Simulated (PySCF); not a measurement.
## A study: ClH3O3Ti, SMILES `O[Ti](O)(O)Cl`

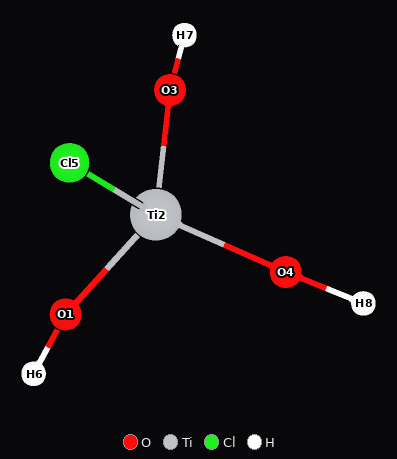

The molecule, with its atoms numbered as below. No frequency check shows the geometry to be a minimum.

Cartesian coordinates (Å):

```
O1      -0.7951    1.5689    0.4684
Ti2     -0.3465   -0.0002    0.0003
O3      -0.7916   -0.3775   -1.5944
O4      -0.7967   -1.1907    1.1226
Cl5      1.7980   -0.0001    0.0016
H6      -1.2932    2.3380    0.7474
H7      -1.2879   -0.5195   -2.4013
H8      -1.2955   -1.8176    1.6477
```

## 1. Bonding charge

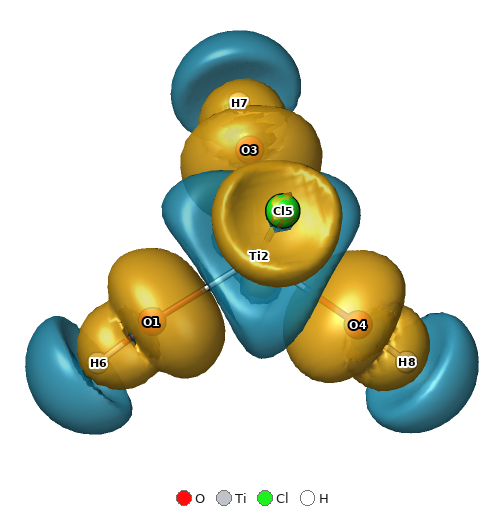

Deformation density (molecule less spherical, spin-averaged free atoms at the same positions), surfaces at ±0.04 e/Å³; yellow: gain, teal: loss.

PySCF calculation, ωB97X/def2-TZVP, gas phase; geometry: GFN2-xTB. This is a single-reference result, which may miss multireference character in this system.

Describe the bonding that the map shows.

Answer. O1–H6, O3–H7 and O4–H8: +0.81 e/Å³ at the bond critical point (bond length 0.96 Å, Mayer order 0.9). Ti2–Cl5: +0.15 e/Å³ at the bond critical point (bond length 2.14 Å, Mayer order 1.0). Ti2–O4, O1–Ti2 and Ti2–O3: +0.08 e/Å³ at the bond critical point (bond length 1.70 Å, Mayer order 1.1); up to 0.6 Å beside the axis the gain reaches +0.31 e/Å³. In all, 2.1 electrons gather in the regions of gain relative to the promolecule. A small or negative value marks a very polar bond, one between electron-rich atoms, whose free-atom densities already overlap strongly, a long bond to a heavier atom, or a closed-shell contact such as a hydrogen bond.

Where do the Hirshfeld charges lie?

Answer. The highest Hirshfeld charge is on Ti2 (+0.65 e), the lowest on O1, O3 and O4 (−0.34 e).

```csv
atom,charge (e)
O1,−0.34
Ti2,+0.65
O3,−0.34
O4,−0.34
Cl5,−0.22
H6,+0.20
H7,+0.20
H8,+0.20
```

## 2. Local ionisation energy

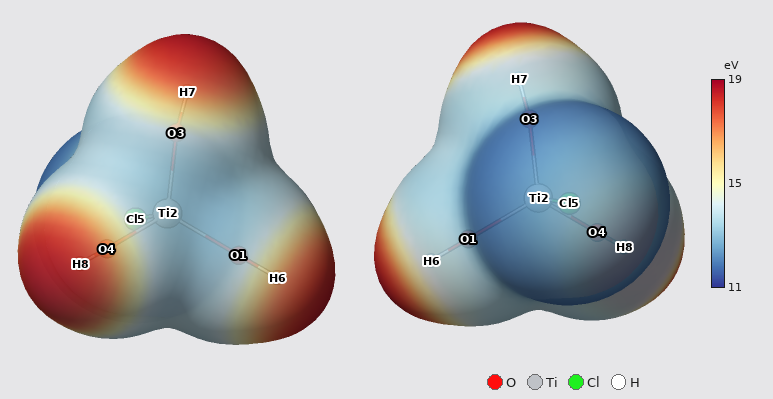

Average local ionisation energy on the surface of electron density 0.001 a.u. (back view left, front view right).

Locate the minima of the map.

Answer. The lowest value is 11.9 eV, 2.1 Å from Cl5, and at like points elsewhere. Further minima include 13.2 eV, off the O1–Ti2 bond (2.1 to 2.2 Å from its atoms). For comparison, the highest occupied orbital lies at −10.7 eV.

What volume does the surface enclose, and what is the dipole moment?

Answer. About 116 Å³; the dipole moment is 4.8 D.

## 3. In an electric field

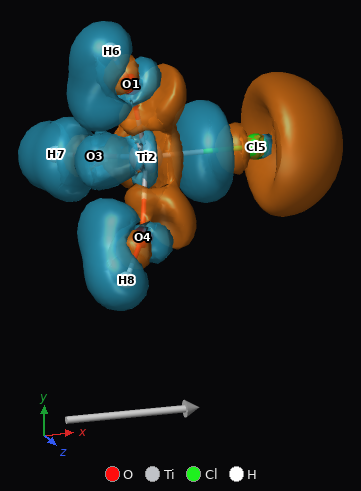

Change of the electron density in a uniform field of 0.21 V/Å along +x (arrow), surfaces at ±0.0015 e/Å³ (light blue: gain, orange: loss).

Computed with PySCF, ωB97X/def2-TZVP, geometry: GFN2-xTB. This is a single-reference result, which may miss multireference character in this system. A basis without diffuse functions makes polarisabilities too small.

How large is the response?

Answer. The induced dipole is 0.61 D (along the field); α along this axis, from the fields in both directions, is 59 bohr³ (8.8 Å³).

Which atoms gain and lose the most charge?

Answer. Electrons gather most on Ti2 (Hirshfeld charge changes by −0.005 e) and leave Cl5 most (+0.025 e); 0.050 electrons are displaced in all.
